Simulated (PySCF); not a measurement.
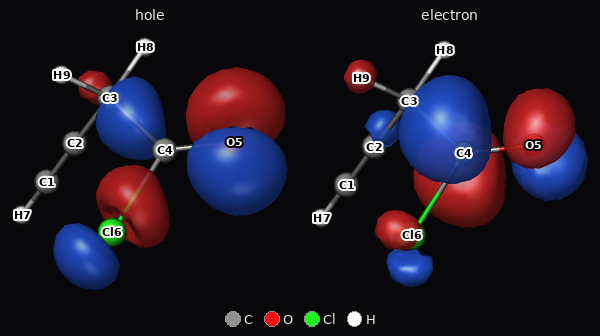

Figure 1: C4H3ClO, SMILES `C#CCC(=O)Cl`. Leading natural transition orbital pair of S₁ (CIS singlet states); the surfaces enclose about 78 % of each orbital's density.

PySCF calculation, HF/6-311+G**, gas phase; geometry: GFN2-xTB. No frequency check shows the geometry to be a minimum. GFN2-xTB bond lengths at metals and heavier atoms can be off by up to 0.1 Å and shapes distorted, which carries into these values.

### Where does the state lie, and where do hole and electron sit?

5.76 eV (215 nm), f = 0.002 (very weak); the leading pair carries 99 %; hole on O5 (63 %), Cl6 (15 %) and C4 (10 %), electron on C4 (44 %), O5 (33 %) and Cl6 (10 %); their centroids lie 0.4 Å apart. The HOMO–LUMO gap is 12.86 eV.
